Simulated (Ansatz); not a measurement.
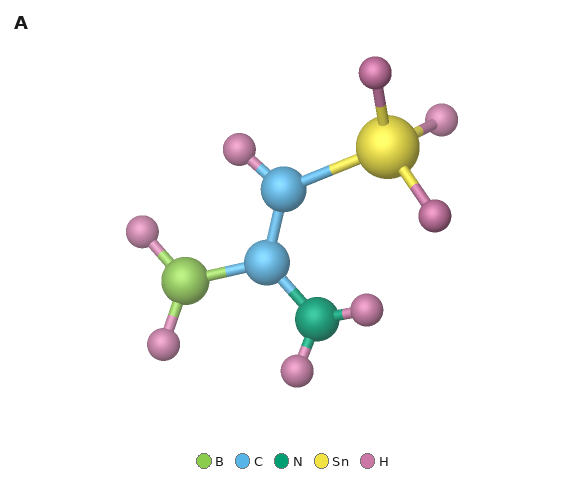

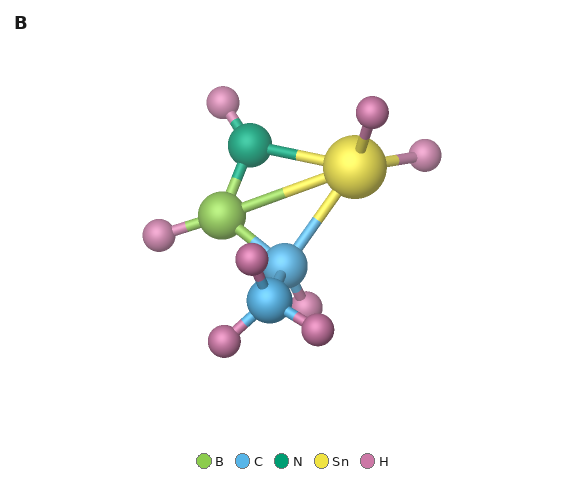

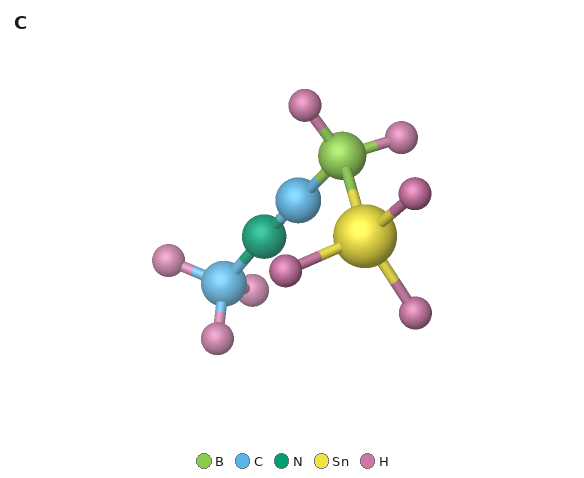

3 stationary structures of one formula. Geometries: PBE-D4/def2-SVP. Electronic energies: PBE-D4/def2-SVP (Ansatz 0.2.0), without zero-point energy. No frequency run is at hand to confirm each as a minimum. Each is one conformer, not always the lowest.

**Which structure is the most stable?**

B is lowest; C lies 138.0 kJ/mol above it, A lies 207.6 kJ/mol above it.
